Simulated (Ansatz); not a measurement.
**Computed against measured: atomisation enthalpy at 298 K**

6 molecules with two or more fluorines; the atomisation enthalpy at 298 K in kJ/mol, computed less measured. Shapes, held fixed at every level: PBE0-D4/def2-TZVP. Thermal terms are harmonic and unscaled (PBE0-D4/def2-TZVP); the spin-orbit lowering of the free atoms is taken from their spectra. Programs: Ansatz 0.2.0. Measured values: Active Thermochemical Tables, CRC Handbook of Chemistry and Physics, NIST-JANAF tables.

Levels: A = B3LYP-D4/def2-TZVPP; B = r2SCAN0-D4/def2-TZVPP; C = wB97M-V/def2-TZVPP.

```csv
molecule,from tabulated heats,A,B,C
PF3 (phosphorus trifluoride),1513,-25,-85,+9
CHBrF2 (bromodifluoromethane),1630,-15,-44,+1
SF6 (sulfur hexafluoride),1974,-79,-99,+6
"C2H2F3I (1,1,1-trifluoro-2-iodoethane)",2859,-26,-65,+5
C2HF5 (pentafluoroethane),3149,-21,-79,+27
Si(SiF3)F3,3760,-113,-167,-65
```

(1) Which level does best on this set, which worst, and which err to one side?

Results:

(1) 
| level | kind | mean error | mean absolute error | worst case |
| --- | --- | --- | --- | --- |
| B3LYP-D4/def2-TZVPP | global hybrid | -46.5 | 46.5 | Si(SiF3)F3 |
| r2SCAN0-D4/def2-TZVPP | global hybrid | -89.8 | 89.8 | Si(SiF3)F3 |
| wB97M-V/def2-TZVPP | range-separated hybrid | -2.8 | 18.8 | Si(SiF3)F3 |

On this set wB97M-V/def2-TZVPP has the smallest mean absolute error and r2SCAN0-D4/def2-TZVPP the largest. B3LYP-D4/def2-TZVPP is too low in 6 of 6; r2SCAN0-D4/def2-TZVPP is too low in 6 of 6; wB97M-V/def2-TZVPP is too high in 5 of 6. The heats of C2H2F3I, C2HF5, Si(SiF3)F3 come from older tables and can be uncertain by 10 kJ/mol or more. The molecules' own spin-orbit binding is left out, so errors for heavy halides read too negative. Heats of the atoms come from ATcT where it has them. For atoms past krypton def2 sets carry core potentials with scalar relativity. Relativity is left out for Br. The set is small.

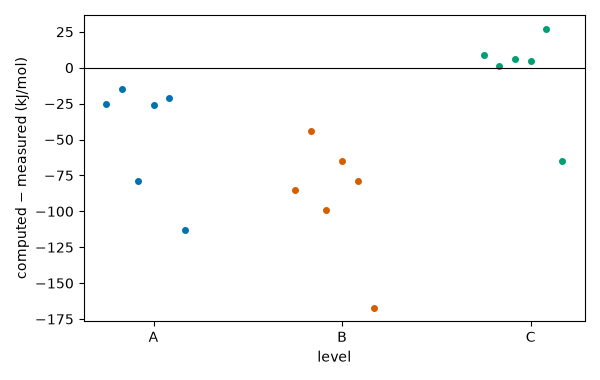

Errors of each level, one point a molecule.
